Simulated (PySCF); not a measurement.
**C₃H₇NSSi: NMR shifts at several levels of theory**

Aim: compute the NMR shifts of C₃H₇NSSi (`CS[Si@H](C)C#N`) at several levels, and see how far they spread and what each costs.

The runs use PySCF 2.14.0, with density-fitted response routines of our own; the level of theory stands in each step. All values are computed, except where a source is named. Atoms are numbered from 0 throughout.

**1. The starting structure**

13 atoms, charge 0, multiplicity 1; geometry from: GFN2-xTB. The atoms were then displaced at random by about 0.01 Å, so the start is not that level's minimum.

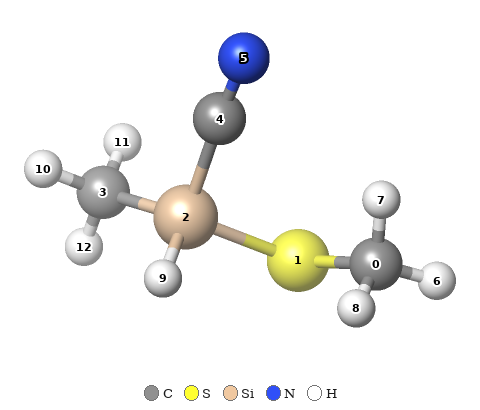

As it starts; carbon grey, sulfur yellow, silicon light orange, nitrogen blue, hydrogen white, atoms numbered.

**2. Relaxing the molecule at PBE0-D3(BJ)/def2-SVP**

Job settings and geometry (Å):

```
{"job": {"xc": "PBE0", "basis": "def2-SVP", "d3": "d3bj", "grid": 1, "shake": 0.01, "kind": "geom"}, "charge": 0, "multiplicity": 1}
C      2.436670     0.210950    -0.181980
S      0.954090     0.182930    -1.278940
Si    -0.568650    -0.456770     0.108550
C     -2.203720    -0.300120    -0.713650
C     -0.436770     0.714160     1.559290
N     -0.308010     1.463070     2.434490
H      3.249580     0.604040    -0.787240
H      2.245160     0.914920     0.639860
H      2.636670    -0.757740     0.193170
H     -0.216540    -1.780110     0.655980
H     -3.035540    -0.617440    -0.025260
H     -2.432760     0.722090    -1.007970
H     -2.314360    -0.916850    -1.606610
```

On the command line:

```
> OMP_NUM_THREADS=1 python probes_run.py task.json out
```

The driver reads the jobs from task.json and runs them one after another.

Output:

```text
step   0  E = -860.18999102  max force = 0.028643
step   1  E = -860.19312515  max force = 0.007422
step   2  E = -860.19368032  max force = 0.003105
step   3  E = -860.19377805  max force = 0.000674
step   4  E = -860.19380071  max force = 0.000702
step   5  E = -860.19381016  max force = 0.000490
step   6  E = -860.19381254  max force = 0.000143
optimisation converged
```

It took 37 s on 1 thread of Intel Xeon Platinum 8488C, shared host; peak memory 0.51 GiB.

Step by step:

```tsv
step	energy from step 0 (eV)	largest force component (eV/Å)
0	0.0000	1.4729
1	-0.0853	0.3817
2	-0.1004	0.1597
3	-0.1031	0.0347
4	-0.1037	0.0361
5	-0.1039	0.0252
6	-0.1040	0.0074
```

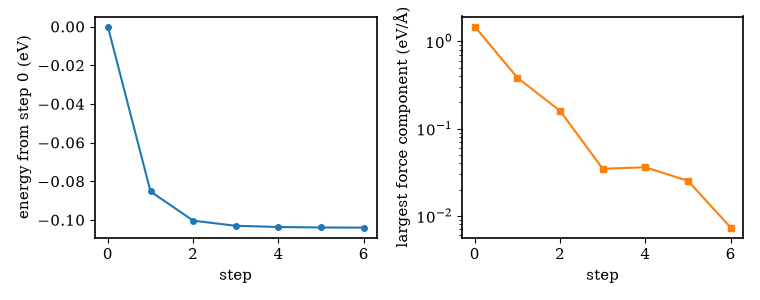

Energy and force, step by step.

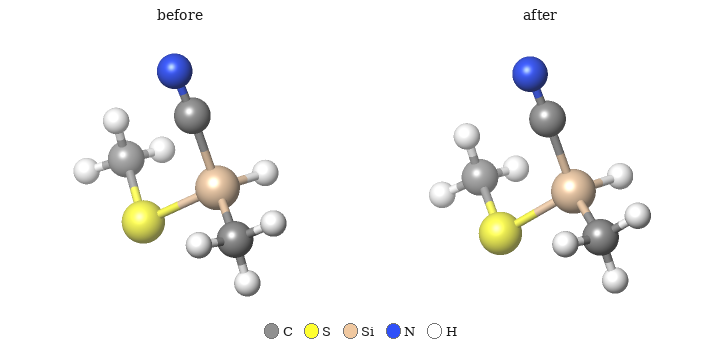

The geometry before (left) and after (right).

Close pairs (by a distance rule), those that changed most:

```tsv
bond	before (Å)	after (Å)	change (Å)
C0–H8	1.058	1.099	+0.041
S1–Si2	2.157	2.128	-0.029
C3–H10	1.125	1.100	-0.025
Si2–C3	1.837	1.861	+0.024
C0–S1	1.844	1.823	-0.021
Si2–H9	1.475	1.491	+0.016
C3–H11	1.088	1.100	+0.012
C0–H6	1.087	1.098	+0.011
```

The final coordinates are the input of the step that follows.

```tsv
at the end point	value
point group (found at 0.08 Å tolerance)	C1
rotational constants (GHz, main isotopes)	2.617, 1.872, 1.206
dipole moment (D)	2.91
```

**3. Shielding tensors: PBE0/pcSseg-1**

Job settings and geometry (Å):

```
{"job": {"kind": "nmr", "xc": "PBE0", "basis": "pcSseg-1", "pop": false}, "charge": 0, "multiplicity": 1}
C      2.379504     0.262105    -0.458545
S      0.800659     0.270175    -1.370865
Si    -0.513898    -0.406933     0.160047
C     -2.265817    -0.373797    -0.466465
C     -0.347587     0.764562     1.606600
N     -0.207507     1.503485     2.490225
H      3.149640     0.590712    -1.168586
H      2.349612     0.963692     0.386847
H      2.631189    -0.746882    -0.102778
H     -0.101322    -1.735327     0.697388
H     -2.960690    -0.702455     0.320899
H     -2.541831     0.645104    -0.775490
H     -2.373464    -1.045613    -1.331359
```

With the program's defaults for keys left out, this is: GIAO PBE0/pcSseg-1 NMR shielding, non-relativistic, gas phase.

Output:

```text
coarse grid: 11912 points
cycle   1  E = -860.3904100308  dE =  3.570e-01  |g| = 4.511e-01  |ddm| = 3.260e+00
cycle   2  E = -860.2865819443  dE =  1.038e-01  |g| = 8.160e-01  |ddm| = 9.501e-01
cycle   3  E = -860.4360704330  dE = -1.495e-01  |g| = 1.900e-01  |ddm| = 5.886e-01
cycle   4  E = -860.4439073439  dE = -7.837e-03  |g| = 3.506e-02  |ddm| = 1.377e-01
cycle   5  E = -860.4441809787  dE = -2.736e-04  |g| = 7.480e-03  |ddm| = 3.159e-02
cycle   6  E = -860.4441959005  dE = -1.492e-05  |g| = 1.305e-03  |ddm| = 8.871e-03
cycle   7  E = -860.4441962810  dE = -3.805e-07  |g| = 3.077e-04  |ddm| = 1.554e-03
final grid: 105896 points
cycle   8  E = -860.4803327843  dE = -1.755e-05  |g| = 7.619e-03  |ddm| = 2.248e-02
cycle   9  E = -860.4803249950  dE =  7.789e-06  |g| = 9.410e-03  |ddm| = 1.398e-02
cycle  10  E = -860.4803465772  dE = -2.158e-05  |g| = 1.495e-03  |ddm| = 8.089e-03
cycle  11  E = -860.4803470490  dE = -4.718e-07  |g| = 3.858e-04  |ddm| = 1.016e-03
cycle  12  E = -860.4803470816  dE = -3.257e-08  |g| = 8.533e-05  |ddm| = 3.369e-04
cycle  13  E = -860.4803470833  dE = -1.711e-09  |g| = 2.624e-05  |ddm| = 9.331e-05
cycle  14  E = -860.4803470835  dE = -1.789e-10  |g| = 6.329e-06  |ddm| = 2.823e-05
converged SCF energy = -860.4803470835

GIAO shielding tensors (ppm)
atom      isotropic    diamagn.    paramagn.     s11        s22        s33       span
  0 C      170.058     250.719     -80.661    158.856    161.700    189.619     30.763
  1 S      692.305    1059.452    -367.147    617.387    619.179    840.349    222.962
  2 Si     375.308     880.314    -505.006    327.187    354.995    443.742    116.555
  3 C      188.828     254.102     -65.273    184.375    189.034    193.076      8.701
  4 C       58.178     264.291    -206.113    -59.254    -55.685    289.472    348.726
  5 N     -102.573     337.880    -440.453   -308.812   -285.647    286.739    595.551
  6 H       29.104      28.385       0.719     23.282     26.171     37.861     14.579
  7 H       28.922      30.523      -1.601     23.224     27.654     35.889     12.665
  8 H       29.300      29.708      -0.408     24.072     26.774     37.054     12.982
  9 H       26.447      28.845      -2.398     23.472     24.265     31.605      8.133
 10 H       30.680      28.077       2.603     26.006     27.564     38.469     12.463
 11 H       30.553      29.578       0.974     26.063     28.620     36.976     10.913
 12 H       30.806      29.006       1.800     25.915     28.484     38.017     12.102
```

Run time: 12 s. Hardware: 1 thread of Intel Xeon Platinum 8488C, shared host; peak memory 0.86 GiB.

Shifts follow as δ = σ(reference) − σ, with reference shieldings (ppm) from runs at the same level and on the same kind of geometry: 1H TMS 31.27, 13C TMS 184.4, 29Si TMS 352.0, 15N NH3 265.7, 33S CS2 496. The references are single molecules in the gas phase, so shifts against H2O, NH3, PH3, H3PO4 or CFCl3 are not on the usual liquid scales and can be off by tens of ppm. Atoms listed in one row are averaged.

```tsv
atoms	environment	σ (ppm)	δ (ppm)	δ scaled to CDCl3
C4	nitrile carbon	58.2	126.2	122.1
C0	methyl carbon bonded to S	170.1	14.3	9.9
C3	methyl carbon bonded to Si	188.8	-4.4	-4.8
H9	hydrogen on a silicon bonded to 2 C, S	26.45	4.82	–
H6, H7, H8	hydrogen on a methyl carbon bonded to S	29.11	2.16	2.26
H10, H11, H12	hydrogen on a methyl carbon bonded to Si	30.68	0.59	0.77
S1	sulfur bonded to C, Si	692	-197	–
Si2	silicon bonded to 2 C, S, H	375.3	-23.3	–
N5	nitrile nitrogen	-102.6	368.2	–
```

The scaled column applies a straight-line fit of computed shieldings to shifts measured in CDCl3, with any fitted terms for Cl, Br or S neighbours (root-mean-square error 0.21 ppm for H, 2.0 ppm for C).

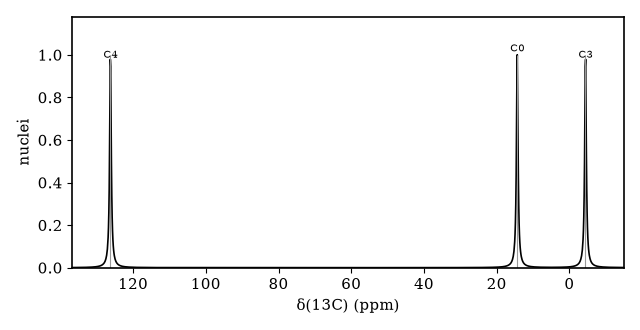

13C lines at the computed shifts, without couplings. Lines are broadened to a width of 0.52 ppm (Lorentzian).

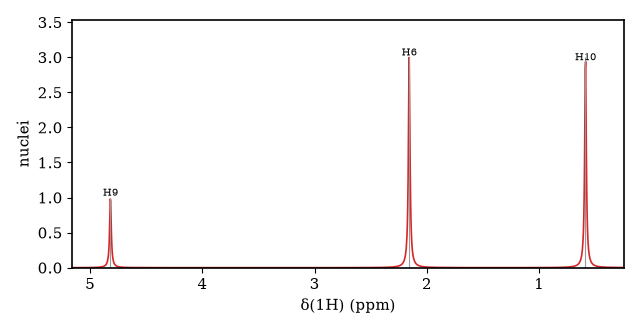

1H lines at the computed shifts, without couplings. Lines are broadened to a width of 0.02 ppm (Lorentzian).

**4. Nuclear shieldings: mPW1PW91/pcSseg-1**

Same as in step 3 but for these lines:

```diff
@@ -1,2 +1,2 @@
-{"job": {"kind": "nmr", "xc": "PBE0", "basis": "pcSseg-1", "pop": false}, "charge": 0, "multiplicity": 1}
+{"job": {"kind": "nmr", "xc": "mPW1PW91", "basis": "pcSseg-1", "pop": false}, "charge": 0, "multiplicity": 1}
 C      2.379504     0.262105    -0.458545
```

Level: GIAO mPW1PW91/pcSseg-1 NMR shielding, non-relativistic, gas phase.

Output:

```text
coarse grid: 11912 points
cycle   1  E = -860.8464320823  dE =  3.577e-01  |g| = 4.592e-01  |ddm| = 3.258e+00
cycle   2  E = -860.7366178191  dE =  1.098e-01  |g| = 8.362e-01  |ddm| = 9.697e-01
cycle   3  E = -860.8940700029  dE = -1.575e-01  |g| = 1.906e-01  |ddm| = 6.006e-01
cycle   4  E = -860.9020160306  dE = -7.946e-03  |g| = 3.473e-02  |ddm| = 1.398e-01
cycle   5  E = -860.9022837107  dE = -2.677e-04  |g| = 7.685e-03  |ddm| = 3.178e-02
cycle   6  E = -860.9022995845  dE = -1.587e-05  |g| = 1.285e-03  |ddm| = 9.080e-03
cycle   7  E = -860.9022999568  dE = -3.723e-07  |g| = 3.080e-04  |ddm| = 1.540e-03
final grid: 105896 points
cycle   8  E = -860.9379804322  dE = -1.779e-05  |g| = 5.220e-03  |ddm| = 1.884e-02
cycle   9  E = -860.9379768061  dE =  3.626e-06  |g| = 6.434e-03  |ddm| = 9.336e-03
cycle  10  E = -860.9379868393  dE = -1.003e-05  |g| = 1.036e-03  |ddm| = 5.437e-03
cycle  11  E = -860.9379870629  dE = -2.236e-07  |g| = 2.769e-04  |ddm| = 7.039e-04
cycle  12  E = -860.9379870795  dE = -1.662e-08  |g| = 7.777e-05  |ddm| = 2.586e-04
cycle  13  E = -860.9379870810  dE = -1.472e-09  |g| = 2.092e-05  |ddm| = 8.124e-05
cycle  14  E = -860.9379870811  dE = -1.132e-10  |g| = 4.938e-06  |ddm| = 2.202e-05
converged SCF energy = -860.9379870811

GIAO shielding tensors (ppm)
atom      isotropic    diamagn.    paramagn.     s11        s22        s33       span
  0 C      168.961     250.688     -81.727    157.851    160.634    188.399     30.548
  1 S      689.046    1059.693    -370.648    613.578    615.326    838.233    224.655
  2 Si     373.787     880.410    -506.623    325.894    353.563    441.904    116.010
  3 C      187.814     254.101     -66.287    183.466    187.983    191.993      8.527
  4 C       57.531     264.463    -206.932    -60.229    -56.683    289.507    349.736
  5 N     -103.213     337.774    -440.987   -309.800   -286.875    287.036    596.836
  6 H       29.158      28.399       0.759     23.375     26.228     37.870     14.494
  7 H       28.965      30.578      -1.613     23.295     27.705     35.895     12.600
  8 H       29.345      29.762      -0.417     24.146     26.826     37.063     12.917
  9 H       26.531      28.936      -2.404     23.558     24.353     31.683      8.125
 10 H       30.730      28.118       2.612     26.093     27.641     38.456     12.364
 11 H       30.604      29.634       0.969     26.148     28.695     36.968     10.820
 12 H       30.856      29.056       1.800     26.000     28.559     38.010     12.010
```

Wall time 12 s (1 thread of Intel Xeon Platinum 8488C, shared host); peak memory 0.86 GiB.

This run: δ C4 126.0, C0 14.6, C3 -4.3, S1 -196, H9 4.79, H6 2.16 ppm (means over like atoms).

**5. Shielding tensors: WP04/pcSseg-1**

Same as in step 4 but for these lines:

```diff
@@ -1,2 +1,2 @@
-{"job": {"kind": "nmr", "xc": "mPW1PW91", "basis": "pcSseg-1", "pop": false}, "charge": 0, "multiplicity": 1}
+{"job": {"kind": "nmr", "xc": "WP04", "basis": "pcSseg-1", "pop": false}, "charge": 0, "multiplicity": 1}
 C      2.379504     0.262105    -0.458545
```

With the program's defaults for keys left out, this is: GIAO WP04/pcSseg-1 NMR shielding, non-relativistic, gas phase.

Output:

```text
coarse grid: 11912 points
cycle   1  E = -872.0941316169  dE =  3.225e-01  |g| = 7.569e-01  |ddm| = 3.328e+00
cycle   2  E = -871.7483058057  dE =  3.458e-01  |g| = 1.392e+00  |ddm| = 1.575e+00
cycle   3  E = -872.1796345401  dE = -4.313e-01  |g| = 4.751e-01  |ddm| = 1.108e+00
cycle   4  E = -872.2303147368  dE = -5.068e-02  |g| = 5.511e-02  |ddm| = 2.887e-01
cycle   5  E = -872.2309611474  dE = -6.464e-04  |g| = 2.057e-02  |ddm| = 7.186e-02
cycle   6  E = -872.2310709903  dE = -1.098e-04  |g| = 4.264e-03  |ddm| = 2.597e-02
cycle   7  E = -872.2310753980  dE = -4.408e-06  |g| = 1.567e-03  |ddm| = 5.203e-03
final grid: 105896 points
cycle   8  E = -872.2801457819  dE = -3.018e-05  |g| = 6.624e-03  |ddm| = 2.296e-02
cycle   9  E = -872.2801373602  dE =  8.422e-06  |g| = 8.734e-03  |ddm| = 1.111e-02
cycle  10  E = -872.2801562979  dE = -1.894e-05  |g| = 1.619e-03  |ddm| = 6.708e-03
cycle  11  E = -872.2801567660  dE = -4.681e-07  |g| = 6.804e-04  |ddm| = 1.150e-03
cycle  12  E = -872.2801568668  dE = -1.009e-07  |g| = 9.919e-05  |ddm| = 4.918e-04
cycle  13  E = -872.2801568692  dE = -2.425e-09  |g| = 3.590e-05  |ddm| = 1.505e-04
cycle  14  E = -872.2801568695  dE = -2.872e-10  |g| = 1.072e-05  |ddm| = 3.715e-05
converged SCF energy = -872.2801568695

GIAO shielding tensors (ppm)
atom      isotropic    diamagn.    paramagn.     s11        s22        s33       span
  0 C      154.541     250.763     -96.221    143.095    145.373    175.157     32.062
  1 S      627.486    1063.738    -436.252    541.268    546.874    794.315    253.048
  2 Si     361.361     882.957    -521.596    314.193    342.151    427.739    113.546
  3 C      175.438     254.259     -78.821    171.463    175.016    179.836      8.373
  4 C       49.999     266.289    -216.290    -70.775    -67.530    288.302    359.077
  5 N     -101.438     338.757    -440.195   -308.279   -288.144    292.108    600.387
  6 H       29.510      28.214       1.296     24.258     26.656     37.617     13.359
  7 H       29.223      31.413      -2.190     23.979     27.975     35.717     11.738
  8 H       29.606      30.435      -0.829     24.823     27.167     36.828     12.005
  9 H       27.366      30.223      -2.857     24.470     25.263     32.366      7.896
 10 H       30.976      28.280       2.696     26.755     28.152     38.022     11.267
 11 H       30.879      30.192       0.687     26.794     29.180     36.664      9.870
 12 H       31.112      29.392       1.720     26.658     29.055     37.623     10.965
```

Wall time 12 s (1 thread of Intel Xeon Platinum 8488C, shared host); peak memory 0.87 GiB.

This run: δ C4 122.4, C0 17.9, C3 -3.0, S1 -165, H9 4.20, H6 2.12 ppm (means over like atoms).

**6. NMR shieldings: B97-2/pcSseg-1**

Same as in step 5 but for these lines:

```diff
@@ -1,2 +1,2 @@
-{"job": {"kind": "nmr", "xc": "WP04", "basis": "pcSseg-1", "pop": false}, "charge": 0, "multiplicity": 1}
+{"job": {"kind": "nmr", "xc": "B97-2", "basis": "pcSseg-1", "pop": false}, "charge": 0, "multiplicity": 1}
 C      2.379504     0.262105    -0.458545
```

Method: GIAO B97-2/pcSseg-1 NMR shielding, non-relativistic, gas phase.

Output:

```text
coarse grid: 11912 points
cycle   1  E = -860.8444623499  dE =  3.416e-01  |g| = 4.638e-01  |ddm| = 3.264e+00
cycle   2  E = -860.7200260000  dE =  1.244e-01  |g| = 8.697e-01  |ddm| = 1.017e+00
cycle   3  E = -860.8921749802  dE = -1.721e-01  |g| = 2.067e-01  |ddm| = 6.378e-01
cycle   4  E = -860.9017360618  dE = -9.561e-03  |g| = 3.280e-02  |ddm| = 1.510e-01
cycle   5  E = -860.9019771470  dE = -2.411e-04  |g| = 8.311e-03  |ddm| = 3.298e-02
cycle   6  E = -860.9019962550  dE = -1.911e-05  |g| = 1.209e-03  |ddm| = 1.003e-02
cycle   7  E = -860.9019966099  dE = -3.549e-07  |g| = 2.883e-04  |ddm| = 1.598e-03
final grid: 105896 points
cycle   8  E = -860.9292010525  dE = -3.819e-05  |g| = 3.608e-03  |ddm| = 2.027e-02
cycle   9  E = -860.9292007309  dE =  3.215e-07  |g| = 2.683e-03  |ddm| = 3.222e-03
cycle  10  E = -860.9292010404  dE = -3.094e-07  |g| = 2.290e-03  |ddm| = 2.692e-03
cycle  11  E = -860.9292021669  dE = -1.127e-06  |g| = 3.587e-04  |ddm| = 1.305e-03
cycle  12  E = -860.9292021988  dE = -3.196e-08  |g| = 5.723e-05  |ddm| = 3.229e-04
cycle  13  E = -860.9292021995  dE = -6.903e-10  |g| = 2.067e-05  |ddm| = 6.555e-05
converged SCF energy = -860.9292021995

GIAO shielding tensors (ppm)
atom      isotropic    diamagn.    paramagn.     s11        s22        s33       span
  0 C      168.514     250.399     -81.884    157.273    160.142    188.128     30.855
  1 S      688.750    1060.053    -371.302    613.134    614.650    838.467    225.333
  2 Si     381.035     880.601    -499.566    333.456    361.414    448.235    114.779
  3 C      187.745     253.837     -66.092    183.543    187.847    191.843      8.300
  4 C       60.592     264.564    -203.972    -55.211    -51.758    288.745    343.957
  5 N      -94.304     337.798    -432.101   -296.823   -274.542    288.454    585.276
  6 H       29.210      28.417       0.793     23.490     26.300     37.840     14.350
  7 H       29.006      30.684      -1.678     23.389     27.744     35.885     12.497
  8 H       29.387      29.850      -0.463     24.240     26.872     37.048     12.807
  9 H       26.653      29.121      -2.467     23.693     24.490     31.776      8.084
 10 H       30.792      28.167       2.625     26.208     27.737     38.431     12.223
 11 H       30.670      29.722       0.948     26.267     28.782     36.961     10.694
 12 H       30.917      29.114       1.803     26.113     28.654     37.985     11.872
```

It took 12 s on 1 thread of Intel Xeon Platinum 8488C, shared host; peak memory 0.87 GiB.

In short: δ C4 123.1, C0 15.2, C3 -4.1, S1 -189, H9 4.72, H6 2.17 ppm (means over like atoms).

**7. NMR shieldings: BHandHLYP/pcSseg-1**

Same as in step 6 but for these lines:

```diff
@@ -1,2 +1,2 @@
-{"job": {"kind": "nmr", "xc": "B97-2", "basis": "pcSseg-1", "pop": false}, "charge": 0, "multiplicity": 1}
+{"job": {"kind": "nmr", "xc": "BHandHLYP", "basis": "pcSseg-1", "pop": false}, "charge": 0, "multiplicity": 1}
 C      2.379504     0.262105    -0.458545
```

Level: GIAO BHandHLYP/pcSseg-1 NMR shielding, non-relativistic, gas phase.

Output:

```text
coarse grid: 11912 points
cycle   1  E = -860.7486112481  dE =  4.301e-01  |g| = 4.521e-01  |ddm| = 3.200e+00
cycle   2  E = -860.7048301362  dE =  4.378e-02  |g| = 6.760e-01  |ddm| = 8.416e-01
cycle   3  E = -860.8066282310  dE = -1.018e-01  |g| = 9.149e-02  |ddm| = 4.488e-01
cycle   4  E = -860.8083524016  dE = -1.724e-03  |g| = 3.841e-02  |ddm| = 1.011e-01
cycle   5  E = -860.8086963324  dE = -3.439e-04  |g| = 4.386e-03  |ddm| = 3.580e-02
cycle   6  E = -860.8087010805  dE = -4.748e-06  |g| = 1.610e-03  |ddm| = 5.414e-03
final grid: 105896 points
cycle   7  E = -860.8366330661  dE = -9.392e-06  |g| = 2.501e-03  |ddm| = 9.070e-03
cycle   8  E = -860.8366334318  dE = -3.657e-07  |g| = 2.240e-03  |ddm| = 3.791e-03
cycle   9  E = -860.8366346389  dE = -1.207e-06  |g| = 4.952e-04  |ddm| = 1.793e-03
cycle  10  E = -860.8366346844  dE = -4.557e-08  |g| = 2.187e-04  |ddm| = 3.523e-04
cycle  11  E = -860.8366346947  dE = -1.024e-08  |g| = 3.517e-05  |ddm| = 1.600e-04
cycle  12  E = -860.8366346950  dE = -3.770e-10  |g| = 8.420e-06  |ddm| = 4.666e-05
converged SCF energy = -860.8366346950

GIAO shielding tensors (ppm)
atom      isotropic    diamagn.    paramagn.     s11        s22        s33       span
  0 C      170.244     249.529     -79.285    160.302    162.090    188.341     28.040
  1 S      698.014    1059.577    -361.563    617.891    627.162    848.988    231.097
  2 Si     380.258     878.971    -498.713    331.785    360.881    448.109    116.324
  3 C      188.203     253.435     -65.232    184.138    188.250    192.221      8.083
  4 C       54.622     264.646    -210.024    -66.272    -62.516    292.653    358.925
  5 N     -109.976     338.197    -448.173   -320.117   -298.234    288.425    608.542
  6 H       29.283      28.482       0.800     23.414     26.355     38.079     14.665
  7 H       29.115      30.643      -1.528     23.355     27.902     36.087     12.732
  8 H       29.497      29.841      -0.344     24.223     27.001     37.269     13.046
  9 H       26.882      29.113      -2.231     23.896     24.697     32.054      8.158
 10 H       30.867      28.215       2.652     26.200     27.754     38.646     12.446
 11 H       30.752      29.771       0.981     26.259     28.831     37.165     10.906
 12 H       30.993      29.180       1.812     26.091     28.667     38.219     12.128
```

It took 12 s on 1 thread of Intel Xeon Platinum 8488C, shared host; peak memory 0.82 GiB.

Key values: δ C4 129.4, C0 13.7, C3 -4.2, S1 -206, H9 4.56, H6 2.14 ppm (means over like atoms).

(Part 1 of 2 ends here.)
